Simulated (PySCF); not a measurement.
Run report: CoO3 (charge −1), frequency calculation

- system: CoO3, charge −1, multiplicity 3
- method: UKS-based B3LYP, Co def2-SVPD, O def2-SVPD; non-relativistic Hamiltonian; density fitting (PySCF 2.14.0)

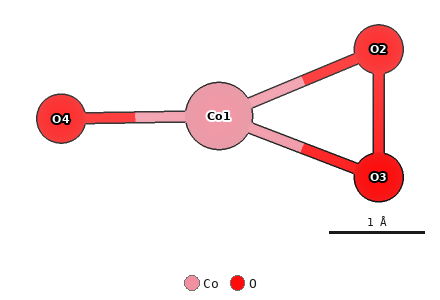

Figure 1. The structure (ball-and-stick view, seen at a tilt; atoms are numbered from 1 in the order of the input). Sticks mark near contacts. Bond lengths as drawn: Co–O 1.66 to 1.83 Å and O–O 1.41 Å.

## Summary

- outcome: converged
- total energy: −1608.103588 hartree
- ⟨S²⟩: 2.086
- zero-point energy: 0.007027 hartree
- wavenumbers, lowest and highest: 100 and 969 cm⁻¹
- hardware: 2 threads of Arm Neoverse V1, 24 GiB of memory available, shared host
- wall time: 80 s (CPU time 2.5 min)
- peak memory: 1.2 GiB

## Input
```python
from pyscf import gto, scf, dft
mol = gto.M(atom='''
Co     0.000000     0.000000    -0.255267
O      0.704332     0.000000     1.428932
O     -0.704332     0.000000     1.428932
O      0.000000     0.000000    -1.918952''',
    basis={'Co': 'def2-SVPD', 'O': 'def2-SVPD'},
    charge=-1, spin=2)
mf = dft.UKS(mol, xc='B3LYP')
mf.grids.atom_grid = (75, 302)
aux = {'Co': 'def2-universal-JKFIT', 'O': 'def2-universal-JKFIT'}
mf = mf.density_fit(auxbasis=aux)
mf.conv_tol = 1e-09
mf.diis_space = 10
mf.max_cycle = 60
mf.verbose = 4
mf.kernel()
```

The script is an equivalent of the set-up of the self-consistent field. The run itself was carried out by a driver, which started from the orbitals of the step before it where there was one and computed the further properties.

Command:
```bash
OMP_NUM_THREADS=2 python axn.py task.json out
```

## What the program printed
```
init E= -1608.10358843801
  alpha nocc = 27  HOMO = -0.0590519500513298  LUMO = 0.112267746949244
  beta  nocc = 25  HOMO = -0.0401645065744223  LUMO = 0.0858910850691386
  HOMO = -0.0401645065744  LUMO = 0.0858910850691  gap/eV = 3.43015
cycle= 1 E= -1608.10358843531  delta_E= 2.7e-09  |g|= 9.34e-05  |ddm|= 5.82e-05
  alpha nocc = 27  HOMO = -0.059057037590012  LUMO = 0.112301537007307
  beta  nocc = 25  HOMO = -0.0401383776286579  LUMO = 0.0859386997826954
  HOMO = -0.0401383776287  LUMO = 0.0859386997827  gap/eV = 3.43073
cycle= 2 E= -1608.10358834929  delta_E= 8.6e-08  |g|= 0.000525  |ddm|= 0.000324
  alpha nocc = 27  HOMO = -0.0590533127575425  LUMO = 0.112272810350706
  beta  nocc = 25  HOMO = -0.0401601794958362  LUMO = 0.0858980345667479
  HOMO = -0.0401601794958  LUMO = 0.0858980345667  gap/eV = 3.43022
cycle= 3 E= -1608.10358843794  delta_E= -8.87e-08  |g|= 2.19e-05  |ddm|= 0.000275
  alpha nocc = 27  HOMO = -0.0590525685738592  LUMO = 0.11227278291924
  beta  nocc = 25  HOMO = -0.0401605006711847  LUMO = 0.0858983036197438
  HOMO = -0.0401605006712  LUMO = 0.0858983036197  gap/eV = 3.43023
cycle= 4 E= -1608.10358843814  delta_E= -2.02e-10  |g|= 3.08e-06  |ddm|= 1.39e-05
  alpha nocc = 27  HOMO = -0.0590527564630764  LUMO = 0.112272840188367
  beta  nocc = 25  HOMO = -0.0401603622356248  LUMO = 0.0858983399706865
  HOMO = -0.0401603622356  LUMO = 0.0858983399707  gap/eV = 3.43023
cycle= 5 E= -1608.10358843813  delta_E= 1.27e-11  |g|= 1.17e-06  |ddm|= 2.12e-06
  alpha nocc = 27  HOMO = -0.0590527865854169  LUMO = 0.11227305297382
  beta  nocc = 25  HOMO = -0.0401601078931355  LUMO = 0.0858987250098506
  HOMO = -0.0401601078931  LUMO = 0.0858987250099  gap/eV = 3.43024
Extra cycle  E= -1608.10358843813  delta_E= 2.73e-12  |g|= 3.42e-06  |ddm|= 4.92e-06
converged SCF energy = -1608.10358843813  <S^2> = 2.0864849  2S+1 = 3.057113
```

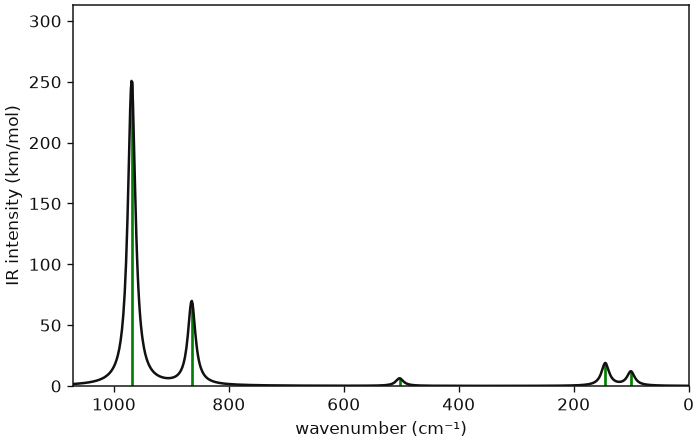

Figure 2. Harmonic infrared spectrum, unscaled: sticks (degenerate modes added up, dark ones marked on the axis) with a Lorentzian envelope of 16 cm⁻¹ full width, scaled to the tallest stick. 6 modes from 100 to 969 cm⁻¹, none imaginary. The strongest line is at 969 cm⁻¹ (251 km/mol). All modes, in cm⁻¹ (km/mol): 100 (11.6), 145 (18.6), 503 (0.7), 503 (5.6), 865 (69), 969 (251).
